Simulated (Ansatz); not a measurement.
**FGaH₃OSi radical: a ladder of functionals and wavefunction methods**

How much do the methods differ for FGaH₃OSi radical? The plan is to run it at one geometry with functionals of several rungs and with coupled cluster. The yardstick is the atomisation energy at the CCSD(T) limit.

Program: Ansatz 0.2.0, Gaussian basis. Level of theory: functionals in def2-TZVPP, the program's frozen cores in correlated methods. These are calculated values, not measurements.

Plan: LDA (SPW92), PBE-D4, revPBE-D4, BLYP-D4, r2SCAN-D4, B97M-V, PBE0-D4, B3LYP-D4, r2SCANh-D4, r2SCAN0-D4, HSE06-D4, BHLYP-D4, CAM-B3LYP-D4, LC-ωPBE, ωB97X-V, ωB97M-V, B2PLYP, PBE-QIDH; CCSD(T)/def2-SVP; CCSD(T)/def2-TZVPP; MP2/def2-QZVPP; extrapolation to the limit; RPA on PBE.

**1. The relaxed structure**

The geometry comes from an earlier relaxation with PBE0-D4 in a triple-zeta def2 set; it is a stationary point, not always the lowest conformer.

SMILES `[F][Ga][O][SiH3]`, 7 atoms, charge 0, spin multiplicity 2.

Atoms are counted from 1 here; the program's logs count them from 0.

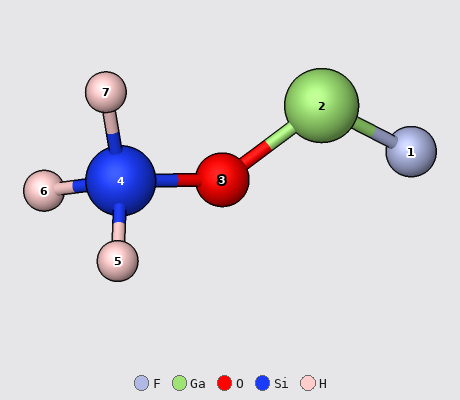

The geometry (fluorine light blue, gallium green, oxygen red, silicon blue, hydrogen pink); atoms are numbered from 1 in the order of the file.

**2. LDA**

This LDA is Slater exchange with PW92 correlation.

Input file in.yaml:

```yaml
crystal:
  periodic: [false, false, false]
  atoms:
    - {symbol: F, position_ang: [-2.575045, 2.179839, 0.952517]}
    - {symbol: Ga, position_ang: [-1.132817, 1.232228, 1.292017]}
    - {symbol: O, position_ang: [-0.476285, 0.318879, -0.090225]}
    - {symbol: Si, position_ang: [0.759363, -0.696242, -0.451268]}
    - {symbol: H, position_ang: [1.591262, -0.099069, -1.527454]}
    - {symbol: H, position_ang: [0.212079, -1.997068, -0.915326]}
    - {symbol: H, position_ang: [1.621443, -0.938567, 0.739739]}
basis:
  gaussian: {orbitals: def2-TZVPP}
magnetization: {spin_polarized: true, initial_magnetization: 1}
hamiltonian: {xc: lda}
output: {orbitals: {seedname: orbitals}}
```

Run with:

```
> ansatz run in.yaml --threads 4 --pin off --events-out ev --progress --plain --max-ram 10444MiB
```

The runs that follow: PBE-D4 (GGA); revPBE-D4 (GGA); BLYP-D4 (GGA); r2SCAN-D4 (meta-GGA); B97M-V (meta-GGA); B3LYP-D4 (hybrid); r2SCANh-D4 (hybrid); r2SCAN0-D4 (hybrid); HSE06-D4 (hybrid); BHLYP-D4 (hybrid); CAM-B3LYP-D4 (range-separated); LC-ωPBE (range-separated); ωB97X-V (range-separated); ωB97M-V (range-separated); B2PLYP (double hybrid); PBE-QIDH (double hybrid); CCSD(T) in def2-SVP; CCSD(T) in def2-TZVPP; MP2 in def2-QZVPP; RPA on PBE orbitals.

Q: Predict the results of all the runs planned. Wanted: atomisation energy, CCSD(T)/CBS; farthest beyond LDA; mean size of error, GGA; mean size of error, meta-GGA; mean size of error, hybrid; mean size of error, range-separated; mean size of error, double hybrid; gap, smallest and largest; T1 diagnostic.

**Answer**, as computed:

| quantity | value |
| --- | --- |
| atomisation energy, CCSD(T)/CBS | 2231.7 kJ/mol |
| functionals within 22.3 kJ/mol (1.0 %) | PBE-D4, BLYP-D4, r2SCAN-D4, B97M-V, r2SCANh-D4, CAM-B3LYP-D4, LC-ωPBE, ωB97X-V, ωB97M-V |
| farthest beyond LDA | BHLYP-D4 (-93.3 kJ/mol) |
| mean size of error, GGA | 28.4 kJ/mol |
| mean size of error, meta-GGA | 7.4 kJ/mol |
| mean size of error, hybrid | 46.6 kJ/mol |
| mean size of error, range-separated | 8.5 kJ/mol |
| mean size of error, double hybrid | 31.0 kJ/mol |
| gap, smallest and largest | 0.90 eV (LDA (SPW92)), 8.36 eV (LC-ωPBE) |
| T1 diagnostic | 0.0165 |
| triples share of the correlation energy | 3.4 % |

**Reading.** LDA overbinds by 303.9 kJ/mol (14 %). PBE-D4 is off by -1.5 kJ/mol. Double hybrids carry the basis error of their MP2 part in triple zeta, and no dispersion term here, so their miss is partly the set-up's. The rungs meta-GGA, range-separated miss on average by less than the doubt on the reference (22.3 kJ/mol), so they tie. Misses under about 22.3 kJ/mol are within the doubt on the reference itself, which lacks core-valence correlation, relativity and higher excitations, and its outer-core shells are covered unevenly. Hartree-Fock recovers 73 % of the binding; the rest is correlation. CCSD(T) in def2-SVP is off by -163.7 kJ/mol, which most functionals beat. Orbital gaps span 0.9 to 8.4 eV; exact exchange widens them. Correlated methods include outer-core shells of Ga, which these sets cover unevenly.
